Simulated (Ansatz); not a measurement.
# Run report: C4H12Si, molecular dynamics (part 1 of 4)

The run: molecular dynamics of C4H12Si. Method and program: RKS PBE0/STO-3G (Ansatz 0.2.0).

It belongs to a series of runs on one base structure; here: dynamics from the start. Figures and captions count atoms from 1; the log counts them from 0 in places.

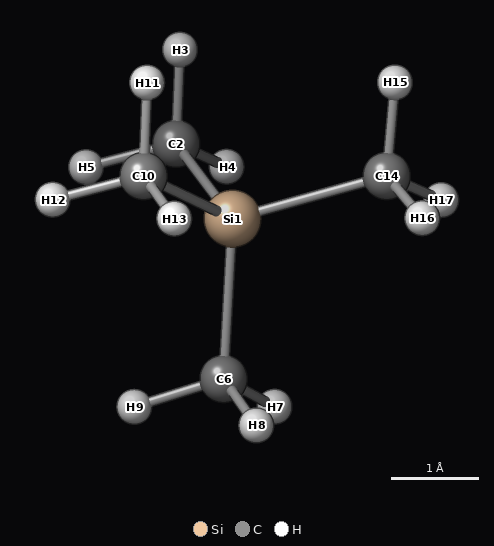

**Figure 1.** The input geometry (ball-and-stick view, seen at a tilt; atoms are numbered from 1 in the order of the input). Bond lengths as drawn: C–H 1.09 Å and C–Si 1.87 Å.

### Key numbers

```tsv
quantity	value
outcome	finished
mean temperature over the second half	199 K
trajectory	500 steps, 250 fs
ensemble	nvt_nose_hoover
temperature in the input	200.0 K
time step	0.5 fs
potential energy (last step)	−12072.5990 eV
mean-field energy (last step)	−12072.5990 eV
largest force (length of the vector) (last step)	2.662 eV/Å
hardware	1 thread of Arm Neoverse V1, 24 GiB of memory available, shared host
wall time	29 min
peak memory	0.11 GiB
```

So short a trajectory is not equilibrated.

### Input file
```yaml
crystal:
  periodic: [false, false, false]
  atoms:
    - { symbol: Si, position_ang: [0.000477, 3.0e-06, 0.000475] }
    - { symbol: C, position_ang: [0.020978, -0.119933, 1.867697] }
    - { symbol: H, position_ang: [-0.993505, -0.17722, 2.273262] }
    - { symbol: H, position_ang: [0.561706, -1.010058, 2.202678] }
    - { symbol: H, position_ang: [0.507765, 0.751022, 2.316457] }
    - { symbol: C, position_ang: [1.75672, 0.100103, -0.637393] }
    - { symbol: H, position_ang: [2.335158, -0.782362, -0.348425] }
    - { symbol: H, position_ang: [1.779636, 0.167526, -1.729087] }
    - { symbol: H, position_ang: [2.27391, 0.978834, -0.24094] }
    - { symbol: C, position_ang: [-0.938924, 1.533738, -0.515695] }
    - { symbol: H, position_ang: [-1.972878, 1.50505, -0.159284] }
    - { symbol: H, position_ang: [-0.474988, 2.438509, -0.111875] }
    - { symbol: H, position_ang: [-0.967272, 1.634536, -1.60472] }
    - { symbol: C, position_ang: [-0.836844, -1.513794, -0.712655] }
    - { symbol: H, position_ang: [-1.867162, -1.60369, -0.354992] }
    - { symbol: H, position_ang: [-0.868744, -1.472514, -1.805724] }
    - { symbol: H, position_ang: [-0.308233, -2.42985, -0.431678] }
basis:
  gaussian: { orbitals: STO-3G }
hamiltonian:
  xc: pbe0
md:
  timestep: 0.5
  n_steps: 500
  ensemble: nvt_nose_hoover
  temperature: 200.0
  initial_velocities: maxwell_boltzmann
  seed: 591235
  nose_hoover: { tau: 20.0, chain_length: 3 }
```

Launch command:
```bash
ansatz run input.yaml --threads 1 --pin off --max-ram 2048MiB --backend cpu --events-out ev --progress --plain --runs-dir out
```

### What the program printed
```
Engine: ansatz 0.2.0, aarch64-unknown-linux-gnu
Functional definition: PBE0
  parameter a = 0.25
  parameter kappa = 0.804
  parameter beta = 0.06672455060314922
  exchange = (1 - a)*pbe_x(kappa = kappa, mu = beta*pi^2/3) + a*exact_x
  correlation = pbe_c(beta = beta)
591 factors; integrals over basis functions are off by at most 2.1e-5 eV
mean field evaluation 1: about -12072.5120 eV, gradient 1.5e1 eV
mean field evaluation 2: about -12072.8707 eV, gradient 1.0e1 eV
mean field evaluation 4: about -12073.1884 eV, gradient 1.9e-1 eV
mean field evaluation 8: about -12073.0954 eV, gradient 1.1e-3 eV
mean field -12073.09536861 eV, -443.6780713586 hartree, gradient 6.5e-5 eV, S^2 0.000000; 0 other end points of the search recorded, 0 dependent functions left out
the calculation of the forces begins
reference -12073.09539060 eV, -443.6780721664 hartree; 25, 25 occupied and 16, 16 virtual orbitals, 591 factors
md step     0: t =     0.00 fs  T =   200.0 K  F+E_penalty+E_count = -12073.09536861 eV  E_kin = 0.387780 eV  conserved = -12072.70758862 eV  (18 SCF iters)
these checks for a lower state are left out or cut short: starts, cluster_reference, orbital_swaps, neighbouring_geometries, increment
591 factors; integrals over basis functions are off by at most 2.1e-5 eV
mean field evaluation 16: about -12073.0839 eV, gradient 1.8e-4 eV
mean field -12073.08385603 eV, -443.6776482788 hartree, gradient 1.5e-5 eV, S^2 0.000000; 0 other end points of the search recorded, 0 dependent functions left out
the calculation of the forces begins
reference -12073.08387802 eV, -443.6776490869 hartree; 25, 25 occupied and 16, 16 virtual orbitals, 591 factors
md step     1: t =     0.50 fs  T =   194.2 K  F+E_penalty+E_count = -12073.08385603 eV  E_kin = 0.376523 eV  conserved = -12072.70733455 eV  (22 SCF iters)
[... from here on the SCF iterations and repeated set-up lines of each step are left out, up to the last step ...]
md step     2: t =     1.00 fs  T =   178.7 K  F+E_penalty+E_count = -12073.05312346 eV  E_kin = 0.346451 eV  conserved = -12072.70669096 eV  (22 SCF iters)
md step     3: t =     1.50 fs  T =   158.5 K  F+E_penalty+E_count = -12073.01317322 eV  E_kin = 0.307340 eV  conserved = -12072.70591132 eV  (22 SCF iters)
md step     4: t =     2.00 fs  T =   139.8 K  F+E_penalty+E_count = -12072.97614545 eV  E_kin = 0.271057 eV  conserved = -12072.70529422 eV  (17 SCF iters)
md step     5: t =     2.50 fs  T =   127.4 K  F+E_penalty+E_count = -12072.95167256 eV  E_kin = 0.247027 eV  conserved = -12072.70506150 eV  (17 SCF iters)
md step     6: t =     3.00 fs  T =   123.2 K  F+E_penalty+E_count = -12072.94342605 eV  E_kin = 0.238881 eV  conserved = -12072.70526842 eV  (18 SCF iters)
md step     7: t =     3.50 fs  T =   125.6 K  F+E_penalty+E_count = -12072.94823166 eV  E_kin = 0.243586 eV  conserved = -12072.70579129 eV  (18 SCF iters)
md step     8: t =     4.00 fs  T =   130.6 K  F+E_penalty+E_count = -12072.95795818 eV  E_kin = 0.253263 eV  conserved = -12072.70639275 eV  (23 SCF iters)
md step     9: t =     4.50 fs  T =   133.5 K  F+E_penalty+E_count = -12072.96320471 eV  E_kin = 0.258763 eV  conserved = -12072.70682213 eV  (23 SCF iters)
md step    10: t =     5.00 fs  T =   130.8 K  F+E_penalty+E_count = -12072.95724379 eV  E_kin = 0.253517 eV  conserved = -12072.70690212 eV  (23 SCF iters)
md step    11: t =     5.50 fs  T =   121.9 K  F+E_penalty+E_count = -12072.93881909 eV  E_kin = 0.236279 eV  conserved = -12072.70658604 eV  (23 SCF iters)
md step    12: t =     6.00 fs  T =   109.3 K  F+E_penalty+E_count = -12072.91287537 eV  E_kin = 0.211854 eV  conserved = -12072.70597958 eV  (23 SCF iters)
md step    13: t =     6.50 fs  T =    97.7 K  F+E_penalty+E_count = -12072.88887892 eV  E_kin = 0.189454 eV  conserved = -12072.70531941 eV  (18 SCF iters)
md step    14: t =     7.00 fs  T =    92.4 K  F+E_penalty+E_count = -12072.87710152 eV  E_kin = 0.179085 eV  conserved = -12072.70489555 eV  (18 SCF iters)
md step    15: t =     7.50 fs  T =    96.5 K  F+E_penalty+E_count = -12072.88412334 eV  E_kin = 0.187188 eV  conserved = -12072.70492384 eV  (17 SCF iters)
md step    16: t =     8.00 fs  T =   110.1 K  F+E_penalty+E_count = -12072.90950308 eV  E_kin = 0.213414 eV  conserved = -12072.70543093 eV  (18 SCF iters)
md step    17: t =     8.50 fs  T =   129.0 K  F+E_penalty+E_count = -12072.94536174 eV  E_kin = 0.250190 eV  conserved = -12072.70622328 eV  (18 SCF iters)
md step    18: t =     9.00 fs  T =   147.3 K  F+E_penalty+E_count = -12072.97932735 eV  E_kin = 0.285516 eV  conserved = -12072.70697429 eV  (20 SCF iters)
md step    19: t =     9.50 fs  T =   158.7 K  F+E_penalty+E_count = -12072.99954566 eV  E_kin = 0.307787 eV  conserved = -12072.70737795 eV  (23 SCF iters)
md step    20: t =    10.00 fs  T =   160.1 K  F+E_penalty+E_count = -12072.99943732 eV  E_kin = 0.310436 eV  conserved = -12072.70728295 eV  (23 SCF iters)
md step    21: t =    10.50 fs  T =   151.8 K  F+E_penalty+E_count = -12072.98012184 eV  E_kin = 0.294360 eV  conserved = -12072.70674788 eV  (23 SCF iters)
md step    22: t =    11.00 fs  T =   137.8 K  F+E_penalty+E_count = -12072.94960211 eV  E_kin = 0.267198 eV  conserved = -12072.70600625 eV  (22 SCF iters)
md step    23: t =    11.50 fs  T =   123.7 K  F+E_penalty+E_count = -12072.91921003 eV  E_kin = 0.239931 eV  conserved = -12072.70536097 eV  (22 SCF iters)
md step    24: t =    12.00 fs  T =   114.7 K  F+E_penalty+E_count = -12072.89891910 eV  E_kin = 0.222333 eV  conserved = -12072.70505556 eV  (17 SCF iters)
md step    25: t =    12.50 fs  T =   113.1 K  F+E_penalty+E_count = -12072.89353176 eV  E_kin = 0.219242 eV  conserved = -12072.70517453 eV  (17 SCF iters)
md step    26: t =    13.00 fs  T =   118.2 K  F+E_penalty+E_count = -12072.90127514 eV  E_kin = 0.229124 eV  conserved = -12072.70562424 eV  (17 SCF iters)
md step    27: t =    13.50 fs  T =   126.5 K  F+E_penalty+E_count = -12072.91514788 eV  E_kin = 0.245305 eV  conserved = -12072.70619300 eV  (22 SCF iters)
md step    28: t =    14.00 fs  T =   133.6 K  F+E_penalty+E_count = -12072.92615564 eV  E_kin = 0.259047 eV  conserved = -12072.70664646 eV  (23 SCF iters)
md step    29: t =    14.50 fs  T =   135.7 K  F+E_penalty+E_count = -12072.92699486 eV  E_kin = 0.263146 eV  conserved = -12072.70680837 eV  (23 SCF iters)
md step    30: t =    15.00 fs  T =   131.4 K  F+E_penalty+E_count = -12072.91489634 eV  E_kin = 0.254756 eV  conserved = -12072.70660627 eV  (23 SCF iters)
md step    31: t =    15.50 fs  T =   122.0 K  F+E_penalty+E_count = -12072.89282686 eV  E_kin = 0.236635 eV  conserved = -12072.70609335 eV  (23 SCF iters)
md step    32: t =    16.00 fs  T =   111.6 K  F+E_penalty+E_count = -12072.86868735 eV  E_kin = 0.216422 eV  conserved = -12072.70544259 eV  (23 SCF iters)
md step    33: t =    16.50 fs  T =   105.2 K  F+E_penalty+E_count = -12072.85259097 eV  E_kin = 0.204010 eV  conserved = -12072.70490601 eV  (23 SCF iters)
md step    34: t =    17.00 fs  T =   107.1 K  F+E_penalty+E_count = -12072.85290303 eV  E_kin = 0.207693 eV  conserved = -12072.70472570 eV  (17 SCF iters)
md step    35: t =    17.50 fs  T =   118.9 K  F+E_penalty+E_count = -12072.87245372 eV  E_kin = 0.230449 eV  conserved = -12072.70501738 eV  (17 SCF iters)
md step    36: t =    18.00 fs  T =   138.3 K  F+E_penalty+E_count = -12072.90670121 eV  E_kin = 0.268091 eV  conserved = -12072.70569193 eV  (22 SCF iters)
md step    37: t =    18.50 fs  T =   160.1 K  F+E_penalty+E_count = -12072.94503603 eV  E_kin = 0.310417 eV  conserved = -12072.70647705 eV  (19 SCF iters)
md step    38: t =    19.00 fs  T =   178.0 K  F+E_penalty+E_count = -12072.97491926 eV  E_kin = 0.345151 eV  conserved = -12072.70704282 eV  (22 SCF iters)
md step    39: t =    19.50 fs  T =   187.2 K  F+E_penalty+E_count = -12072.98699179 eV  E_kin = 0.362912 eV  conserved = -12072.70715814 eV  (21 SCF iters)
md step    40: t =    20.00 fs  T =   186.1 K  F+E_penalty+E_count = -12072.97874564 eV  E_kin = 0.360875 eV  conserved = -12072.70679685 eV  (22 SCF iters)
md step    41: t =    20.50 fs  T =   177.1 K  F+E_penalty+E_count = -12072.95508616 eV  E_kin = 0.343469 eV  conserved = -12072.70614060 eV  (22 SCF iters)
md step    42: t =    21.00 fs  T =   165.0 K  F+E_penalty+E_count = -12072.92566532 eV  E_kin = 0.319891 eV  conserved = -12072.70548425 eV  (22 SCF iters)
md step    43: t =    21.50 fs  T =   154.6 K  F+E_penalty+E_count = -12072.90038905 eV  E_kin = 0.299783 eV  conserved = -12072.70509276 eV  (22 SCF iters)
md step    44: t =    22.00 fs  T =   149.1 K  F+E_penalty+E_count = -12072.88528165 eV  E_kin = 0.289167 eV  conserved = -12072.70508389 eV  (22 SCF iters)
md step    45: t =    22.50 fs  T =   148.8 K  F+E_penalty+E_count = -12072.88053297 eV  E_kin = 0.288446 eV  conserved = -12072.70539653 eV  (22 SCF iters)
md step    46: t =    23.00 fs  T =   151.1 K  F+E_penalty+E_count = -12072.88128212 eV  E_kin = 0.293046 eV  conserved = -12072.70585016 eV  (22 SCF iters)
md step    47: t =    23.50 fs  T =   152.7 K  F+E_penalty+E_count = -12072.88032127 eV  E_kin = 0.295976 eV  conserved = -12072.70624197 eV  (23 SCF iters)
md step    48: t =    24.00 fs  T =   150.0 K  F+E_penalty+E_count = -12072.87126799 eV  E_kin = 0.290922 eV  conserved = -12072.70642266 eV  (23 SCF iters)
md step    49: t =    24.50 fs  T =   141.7 K  F+E_penalty+E_count = -12072.85099552 eV  E_kin = 0.274689 eV  conserved = -12072.70632851 eV  (23 SCF iters)
md step    50: t =    25.00 fs  T =   128.1 K  F+E_penalty+E_count = -12072.82074141 eV  E_kin = 0.248360 eV  conserved = -12072.70598100 eV  (23 SCF iters)
md step    51: t =    25.50 fs  T =   112.0 K  F+E_penalty+E_count = -12072.78582202 eV  E_kin = 0.217080 eV  conserved = -12072.70547691 eV  (23 SCF iters)
md step    52: t =    26.00 fs  T =    97.3 K  F+E_penalty+E_count = -12072.75409760 eV  E_kin = 0.188568 eV  conserved = -12072.70497177 eV  (23 SCF iters)
md step    53: t =    26.50 fs  T =    88.0 K  F+E_penalty+E_count = -12072.73346490 eV  E_kin = 0.170641 eV  conserved = -12072.70465137 eV  (23 SCF iters)
md step    54: t =    27.00 fs  T =    86.8 K  F+E_penalty+E_count = -12072.72891770 eV  E_kin = 0.168326 eV  conserved = -12072.70466541 eV  (18 SCF iters)
md step    55: t =    27.50 fs  T =    93.6 K  F+E_penalty+E_count = -12072.74020931 eV  E_kin = 0.181549 eV  conserved = -12072.70504386 eV  (20 SCF iters)
md step    56: t =    28.00 fs  T =   105.6 K  F+E_penalty+E_count = -12072.76140290 eV  E_kin = 0.204671 eV  conserved = -12072.70564513 eV  (18 SCF iters)
md step    57: t =    28.50 fs  T =   117.9 K  F+E_penalty+E_count = -12072.78304721 eV  E_kin = 0.228558 eV  conserved = -12072.70620071 eV  (23 SCF iters)
md step    58: t =    29.00 fs  T =   126.1 K  F+E_penalty+E_count = -12072.79629918 eV  E_kin = 0.244537 eV  conserved = -12072.70646905 eV  (22 SCF iters)
md step    59: t =    29.50 fs  T =   128.0 K  F+E_penalty+E_count = -12072.79683076 eV  E_kin = 0.248271 eV  conserved = -12072.70631270 eV  (22 SCF iters)
md step    60: t =    30.00 fs  T =   124.5 K  F+E_penalty+E_count = -12072.78657799 eV  E_kin = 0.241426 eV  conserved = -12072.70585676 eV  (22 SCF iters)
md step    61: t =    30.50 fs  T =   118.8 K  F+E_penalty+E_count = -12072.77211859 eV  E_kin = 0.230253 eV  conserved = -12072.70534952 eV  (23 SCF iters)
md step    62: t =    31.00 fs  T =   114.5 K  F+E_penalty+E_count = -12072.76096249 eV  E_kin = 0.222028 eV  conserved = -12072.70503260 eV  (23 SCF iters)
md step    63: t =    31.50 fs  T =   114.2 K  F+E_penalty+E_count = -12072.75785489 eV  E_kin = 0.221461 eV  conserved = -12072.70501369 eV  (18 SCF iters)
md step    64: t =    32.00 fs  T =   118.1 K  F+E_penalty+E_count = -12072.76303119 eV  E_kin = 0.228935 eV  conserved = -12072.70523844 eV  (18 SCF iters)
md step    65: t =    32.50 fs  T =   124.3 K  F+E_penalty+E_count = -12072.77292513 eV  E_kin = 0.241102 eV  conserved = -12072.70555644 eV  (23 SCF iters)
md step    66: t =    33.00 fs  T =   130.5 K  F+E_penalty+E_count = -12072.78241028 eV  E_kin = 0.253003 eV  conserved = -12072.70581686 eV  (22 SCF iters)
md step    67: t =    33.50 fs  T =   134.3 K  F+E_penalty+E_count = -12072.78714235 eV  E_kin = 0.260347 eV  conserved = -12072.70593338 eV  (22 SCF iters)
md step    68: t =    34.00 fs  T =   134.6 K  F+E_penalty+E_count = -12072.78498845 eV  E_kin = 0.260951 eV  conserved = -12072.70589483 eV  (22 SCF iters)
md step    69: t =    34.50 fs  T =   131.6 K  F+E_penalty+E_count = -12072.77630467 eV  E_kin = 0.255068 eV  conserved = -12072.70573921 eV  (22 SCF iters)
md step    70: t =    35.00 fs  T =   126.3 K  F+E_penalty+E_count = -12072.76339661 eV  E_kin = 0.244907 eV  conserved = -12072.70552087 eV  (23 SCF iters)
md step    71: t =    35.50 fs  T =   120.6 K  F+E_penalty+E_count = -12072.74966161 eV  E_kin = 0.233805 eV  conserved = -12072.70529001 eV  (23 SCF iters)
md step    72: t =    36.00 fs  T =   116.2 K  F+E_penalty+E_count = -12072.73872909 eV  E_kin = 0.225363 eV  conserved = -12072.70509746 eV  (23 SCF iters)
md step    73: t =    36.50 fs  T =   114.8 K  F+E_penalty+E_count = -12072.73358222 eV  E_kin = 0.222554 eV  conserved = -12072.70500507 eV  (23 SCF iters)
md step    74: t =    37.00 fs  T =   116.9 K  F+E_penalty+E_count = -12072.73557126 eV  E_kin = 0.226743 eV  conserved = -12072.70506661 eV  (20 SCF iters)
md step    75: t =    37.50 fs  T =   122.2 K  F+E_penalty+E_count = -12072.74361414 eV  E_kin = 0.236918 eV  conserved = -12072.70527948 eV  (23 SCF iters)
md step    76: t =    38.00 fs  T =   128.8 K  F+E_penalty+E_count = -12072.75428389 eV  E_kin = 0.249783 eV  conserved = -12072.70555240 eV  (23 SCF iters)
md step    77: t =    38.50 fs  T =   134.7 K  F+E_penalty+E_count = -12072.76321215 eV  E_kin = 0.261113 eV  conserved = -12072.70574181 eV  (22 SCF iters)
md step    78: t =    39.00 fs  T =   138.1 K  F+E_penalty+E_count = -12072.76723973 eV  E_kin = 0.267817 eV  conserved = -12072.70574642 eV  (22 SCF iters)
md step    79: t =    39.50 fs  T =   138.9 K  F+E_penalty+E_count = -12072.76593313 eV  E_kin = 0.269393 eV  conserved = -12072.70558160 eV  (22 SCF iters)
md step    80: t =    40.00 fs  T =   138.1 K  F+E_penalty+E_count = -12072.76138603 eV  E_kin = 0.267777 eV  conserved = -12072.70536671 eV  (22 SCF iters)
md step    81: t =    40.50 fs  T =   137.0 K  F+E_penalty+E_count = -12072.75648879 eV  E_kin = 0.265717 eV  conserved = -12072.70523210 eV  (22 SCF iters)
md step    82: t =    41.00 fs  T =   136.6 K  F+E_penalty+E_count = -12072.75299622 eV  E_kin = 0.264923 eV  conserved = -12072.70522907 eV  (23 SCF iters)
md step    83: t =    41.50 fs  T =   136.8 K  F+E_penalty+E_count = -12072.75073916 eV  E_kin = 0.265294 eV  conserved = -12072.70530817 eV  (23 SCF iters)
md step    84: t =    42.00 fs  T =   137.0 K  F+E_penalty+E_count = -12072.74832373 eV  E_kin = 0.265541 eV  conserved = -12072.70537307 eV  (22 SCF iters)
md step    85: t =    42.50 fs  T =   136.4 K  F+E_penalty+E_count = -12072.74455724 eV  E_kin = 0.264534 eV  conserved = -12072.70535472 eV  (23 SCF iters)
md step    86: t =    43.00 fs  T =   135.3 K  F+E_penalty+E_count = -12072.73948867 eV  E_kin = 0.262311 eV  conserved = -12072.70525710 eV  (23 SCF iters)
md step    87: t =    43.50 fs  T =   134.1 K  F+E_penalty+E_count = -12072.73437429 eV  E_kin = 0.260054 eV  conserved = -12072.70515007 eV  (23 SCF iters)
md step    88: t =    44.00 fs  T =   133.6 K  F+E_penalty+E_count = -12072.73064188 eV  E_kin = 0.259113 eV  conserved = -12072.70512167 eV  (23 SCF iters)
```
